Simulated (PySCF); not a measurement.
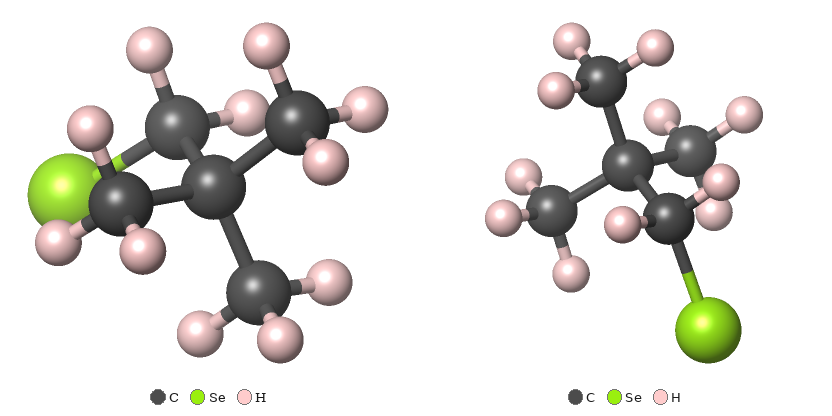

The same structure drawn twice, from different directions.

The species has charge −1 and is a spin singlet.

What is the molecular formula?

C5H11Se(-), 17 atoms: 5 carbon, 11 hydrogen and 1 selenium.

Count the bonded pairs by element.

11 C–H, 4 C–C, 1 C–Se.

Write the SMILES.

CC(C)(C)C[Se-]

Which point group does it belong to?

Cs.

The parts below concern this one geometry. Atoms keep their numbers from picture to picture. The computed structure is the end point of a PBE0-D3(BJ)/def2-SVP optimisation. No frequency run is at hand to confirm it as a minimum.

**Shape**

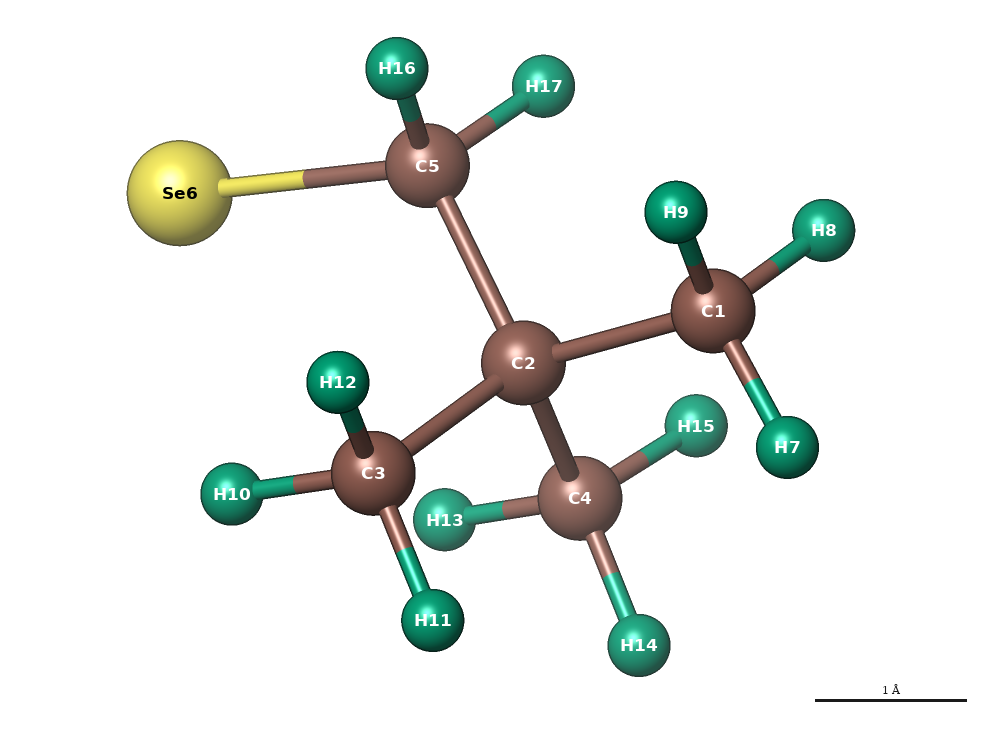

The atoms are numbered. No frequency run is at hand to confirm it as a minimum.

Give these bond angles: C2–C1–H7, C2–C1–H8, C1–C2–C3, C1–C2–C5, C3–C2–C4, C3–C2–C5, C2–C3–H10, C2–C3–H11, C2–C3–H12, C2–C5–Se6, C2–C5–H16, Se6–C5–H16.

```
     angle  degrees
  C2–C1–H7    111.8
  C2–C1–H8    110.8
  C1–C2–C3    109.6
  C1–C2–C5    109.0
  C3–C2–C4    109.4
  C3–C2–C5    109.6
 C2–C3–H10    108.2
 C2–C3–H11    111.7
 C2–C3–H12    110.7
 C2–C5–Se6    116.7
 C2–C5–H16    107.4
Se6–C5–H16    109.4
```

**Electronic properties**

No frequency run is at hand to confirm it as a minimum. Level of theory: WP04/pcSseg-1, gas phase (PySCF 2.14.0).

What is the HOMO energy (Kohn–Sham orbital)?

−0.40 eV.

**Bond orders**

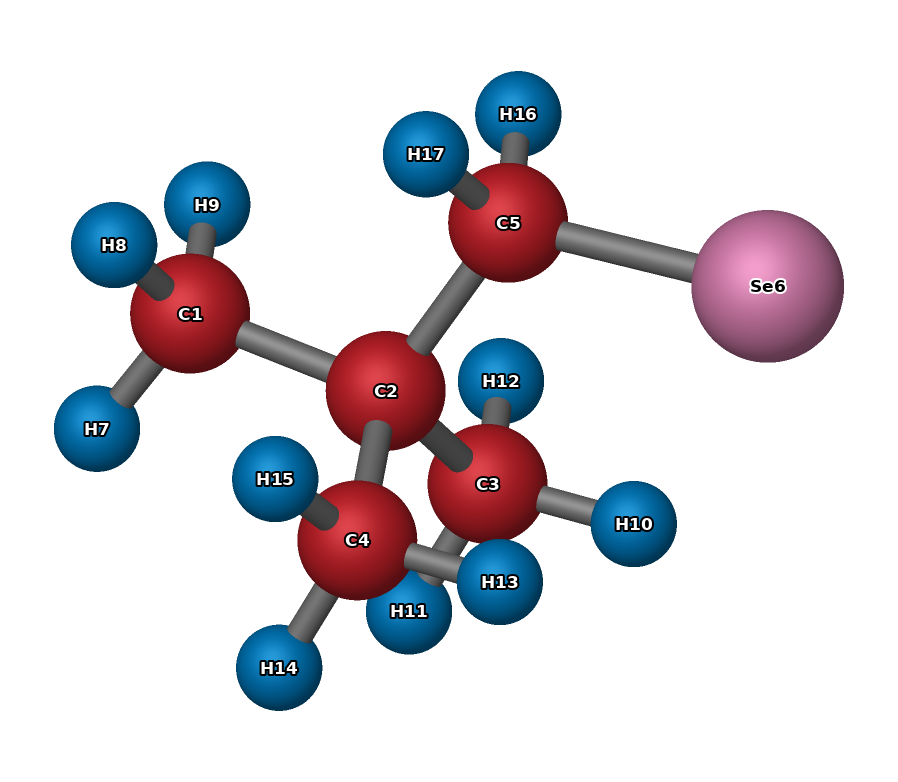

The thickness of each stick grows with its Mayer bond order. No frequency run is at hand to confirm it as a minimum. Level of theory: PBE0/pcSseg-1 (PySCF 2.14.0).

List the Mayer bond orders of C1–C2, C1–H7, C1–H8, C2–C3, C2–C5, C3–H10, C3–H11, C3–H12, C5–Se6, C5–H16 (one bond of each equivalent set).

| bond | Mayer order | length (Å) |
| --- | --- | --- |
| C1–C2 | 1.00 | 1.532 |
| C1–H7 | 0.97 | 1.105 |
| C1–H8 | 0.97 | 1.104 |
| C2–C3 | 1.00 | 1.528 |
| C2–C5 | 0.97 | 1.547 |
| C3–H10 | 0.93 | 1.103 |
| C3–H11 | 0.96 | 1.105 |
| C3–H12 | 0.97 | 1.104 |
| C5–Se6 | 1.07 | 1.969 |
| C5–H16 | 0.94 | 1.107 |

**NMR shielding**

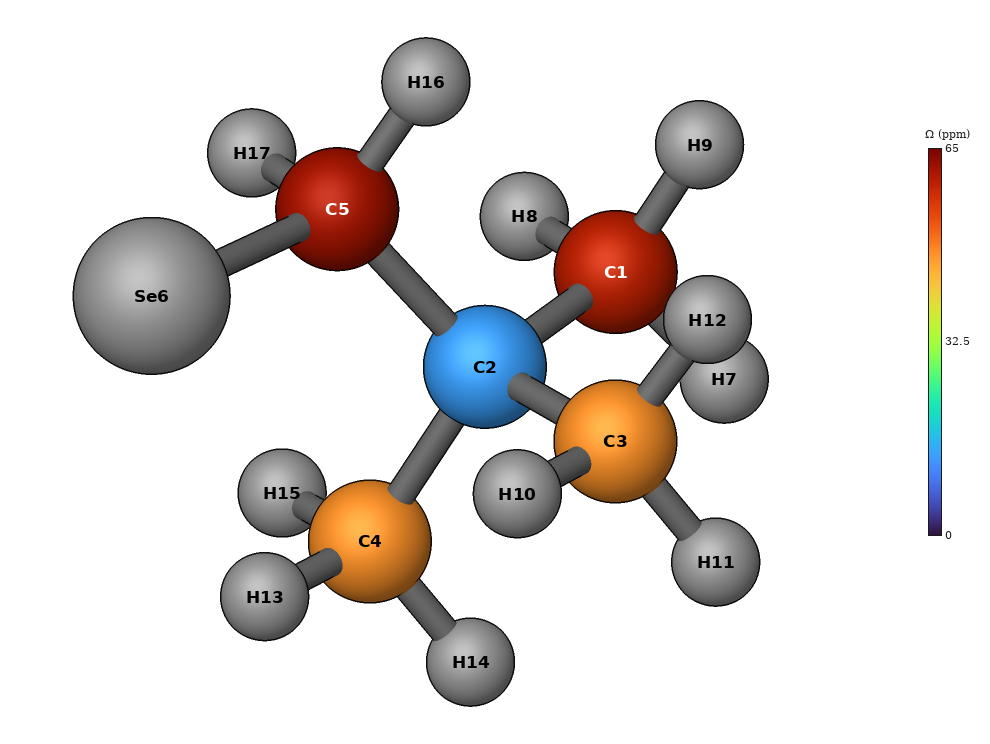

The C atoms are coloured by the span of their shielding tensor. No frequency run is at hand to confirm it as a minimum. Method: GIAO PBE0/pcSseg-1 NMR shielding, non-relativistic, gas phase (PySCF 2.14.0). Principal shieldings σ11 ≤ σ22 ≤ σ33, span Ω = σ33 − σ11, skew κ = 3(σiso − σ22)/Ω.

Give the shielding tensors of the C atoms.

```
  atom    σ11    σ22    σ33   σiso     Ω      κ
    C1  127.3  130.2  186.2  147.9  58.9   0.90
    C2  146.1  149.0  159.6  151.6  13.5   0.57
C3, C4  133.0  148.8  180.0  153.9  47.1   0.33
    C5  104.5  141.3  165.5  137.1  61.1  −0.21
```

Shieldings and span in ppm.
